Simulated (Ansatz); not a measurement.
# Calculations on SiH2BrClF2

### Relaxation

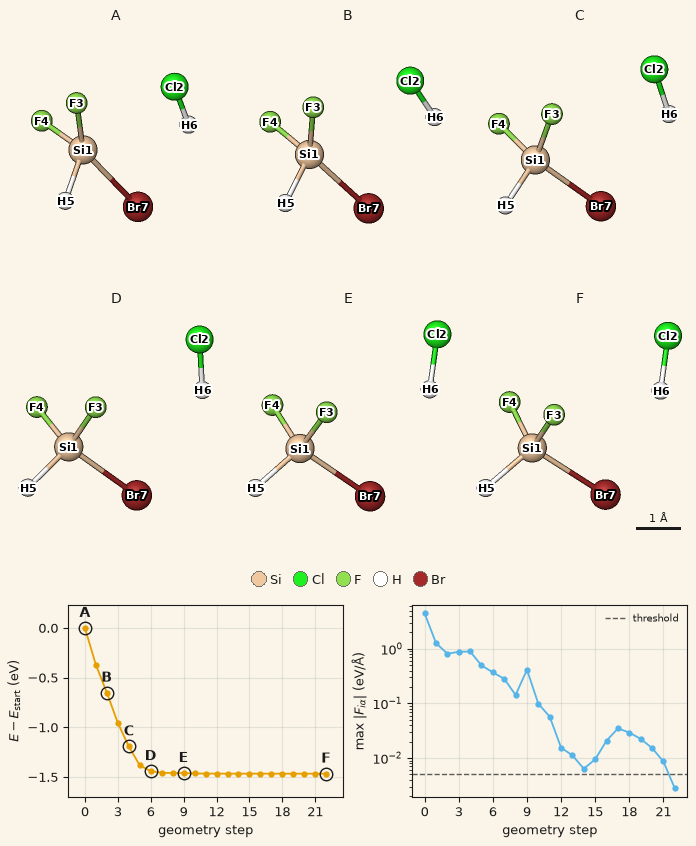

Frames of a relaxation of SiH2BrClF2 (started from a transition state, displaced along its imaginary mode), marked on the history of the run. A ball-and-stick model, seen at a tilt.

Level of theory: RKS PBE0-D4/def2-TZVP in Ansatz 0.2.0.

Input
```yaml
crystal:
  periodic: [false, false, false]
  atoms:
    - {symbol: Si, position_ang: [-0.408912, 0.091082, -0.545168]}
    - {symbol: Cl, position_ang: [1.122016, -1.203162, 1.079191]}
    - {symbol: F, position_ang: [-0.183713, -1.351796, -1.277499]}
    - {symbol: F, position_ang: [-1.838821, -0.152180, 0.111352]}
    - {symbol: H, position_ang: [-0.227678, 0.917237, -1.745578]}
    - {symbol: H, position_ang: [1.232675, -0.127822, 1.556023]}
    - {symbol: Br, position_ang: [0.304434, 1.826641, 0.821778]}
basis:
  gaussian: {orbitals: def2-TZVP}
hamiltonian: {xc: pbe0, dispersion: d4}
relax: {f_tol: 0.005, max_steps: 200}
```

Launched with:
```bash
ansatz run in.yaml --threads 8 --pin off --events-out ev --progress --plain --max-ram 19148MiB
```

What happens along the run?

Answer. The largest move after the best rigid fit is that of Cl2, 1.26 Å. By element the largest moves are Cl 1.26 Å, H 1.06 Å, F 0.75 Å, Br 0.67 Å, Si 0.50 Å. Among the contacts that change: Si1–Cl2 2.580 → 4.201 Å, Cl2–Br7 3.149 → 3.948 Å, H6–Br7 2.285 → 2.729 Å, Si1–Br7 2.322 → 2.195 Å. Among the angles between lasting bonds that change: F3–Si1–Br7 151.9° → 108.6°, H5–Si1–Br7 91.3° → 110.9°, F3–Si1–H5 96.5° → 110.1°. After 22 geometry steps the energy has fallen by 1.465 eV. Largest force component: 4.4 eV/Å at the start, 0.0028 eV/Å at the end. From step 0 to 2: H6 moves most (0.39 Å), energy −0.651 eV. From step 2 to 4: Cl2 moves most (0.39 Å), energy −0.541 eV. From step 4 to 6: Cl2 moves most (0.40 Å), energy −0.249 eV. From step 6 to 9: Cl2 moves most (0.30 Å), energy −0.019 eV. From step 9 to 22: F3 moves most (0.20 Å), energy −0.006 eV.

```tsv
step	E − E(0), eV	largest force component, eV/Å
0	0.0000	4.4488
1	-0.3701	1.2752
2	-0.6509	0.8146
3	-0.9542	0.8832
4	-1.1917	0.8951
5	-1.3816	0.4974
6	-1.4404	0.3711
7	-1.4564	0.2826
8	-1.4591	0.1430
9	-1.4594	0.4137
10	-1.4637	0.0988
11	-1.4646	0.0572
12	-1.4650	0.0155
13	-1.4651	0.0112
14	-1.4652	0.0064
15	-1.4652	0.0095
16	-1.4652	0.0208
17	-1.4653	0.0349
18	-1.4653	0.0293
19	-1.4654	0.0224
20	-1.4654	0.0153
21	-1.4654	0.0086
22	-1.4654	0.0028
```

### Relaxation

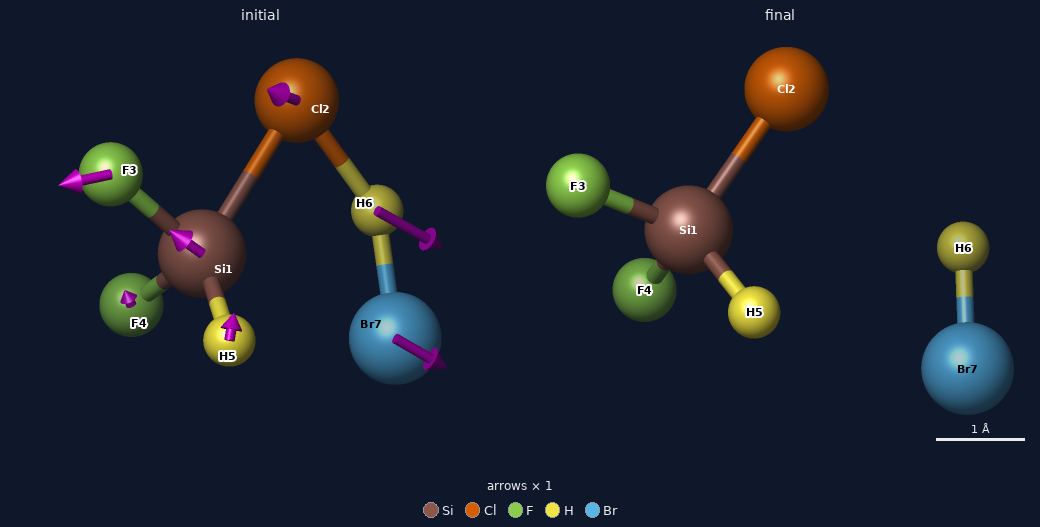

The structure of SiH2BrClF2 (started from a transition state, displaced along its imaginary mode) before (left) and after (right) a relaxation, at one scale. The purple arrows give the displacements, at their true length.

A ball-and-stick model, seen at a tilt.

All numbers below come from RKS PBE0-D4/def2-TZVP in Ansatz 0.2.0. (force threshold 0.005 eV/Å; at most 200 steps)

### Summarise the run.

The energy falls by 27.3 kcal/mol in 21 geometry steps. The largest force component goes from 1.9 to 0.0028 eV/Å. H6 moves most after the best rigid fit: 1.03 Å. By element the largest moves are H 1.03 Å, Br 0.75 Å, F 0.65 Å, Cl 0.53 Å, Si 0.51 Å. Near-neighbour distances that change, for instance: Cl2–H6 1.647 → 3.086 Å, Si1–Br7 2.678 → 3.929 Å, Cl2–Br7 2.989 → 3.985 Å, Si1–Cl2 2.174 → 2.026 Å. Bonds break, among them: Cl2–H6 (1.65 → 3.09 Å). Bond angles that change, for instance: Cl2–Si1–H5 131.3° → 111.7°, Cl2–Si1–F3 91.1° → 108.2°, F3–Si1–H5 100.6° → 109.8°.

### Reaction

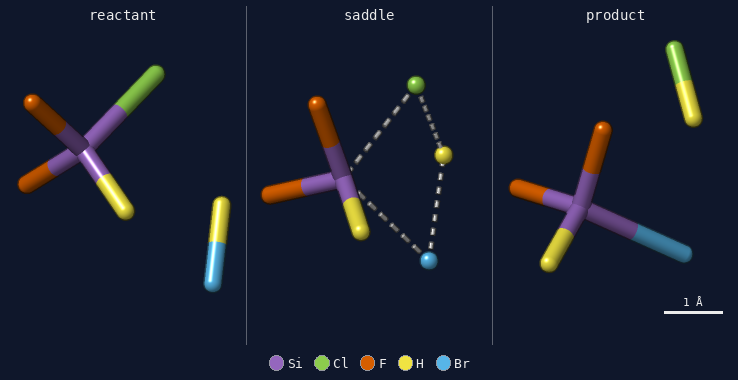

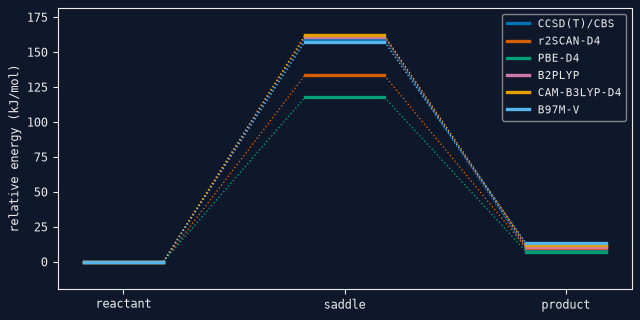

A reaction step of SiH2BrClF2, with its energy diagram. The picture is a stick view, seen from a free direction. Dashed sticks mark bonds that form or break.

Stationary points at PBE0-D4/def2-TZVP, single-point energies with CCSD(T)/CBS, r2SCAN-D4, PBE-D4, B2PLYP, CAM-B3LYP-D4, B97M-V (def2-TZVPP where no basis is named; Ansatz 0.2.0). The energies are electronic, without zero-point or thermal terms, and both ends are the minima reached downhill from the saddle, with any fragments still in contact. CCSD(T)/CBS stands for a frozen-core estimate: MP2 correlation extrapolated from def2-TZVPP and def2-QZVPP, CCSD(T) minus MP2 from the smaller set.

Q: What happens, and what does it cost?

A: Counted by bonded pieces, the reactant holds HBr + SiHClF₂ and the product holds HCl + SiHBrF₂. From the reactant over the saddle to the product, bonds form: Br–Si (3.93 → 2.50 → 2.19 Å), Cl–H (3.09 → 1.41 → 1.28 Å). Bonds break: Cl–Si (2.03 → 2.38 → 4.20 Å), Br–H (1.42 → 1.87 → 2.73 Å). The saddle has one imaginary mode, 326i cm⁻¹. With CCSD(T)/CBS the barrier is 159.5 kJ/mol from the reactant and 150.4 kJ/mol from the product, and the product lies 9.1 kJ/mol above the reactant.

```
       level  barrier from the reactant (kJ/mol)  barrier from the product (kJ/mol)  the product less the reactant (kJ/mol)
 CCSD(T)/CBS                               159.5                              150.4                                     9.1
   r2SCAN-D4                               133.4                              123.3                                    10.1
      PBE-D4                               117.7                              110.3                                     7.4
      B2PLYP                               161.1                              150.7                                    10.3
CAM-B3LYP-D4                               162.0                              150.0                                    12.0
      B97M-V                               157.5                              144.2                                    13.3
```

Against CCSD(T)/CBS, B2PLYP comes closest on the barrier from the reactant (+1.5 kJ/mol) and PBE-D4 misses most (−41.8 kJ/mol).

Limits of the set-up: the start holds two separate molecules, 3.1 Å apart at their closest, whose relative position is a soft coordinate.
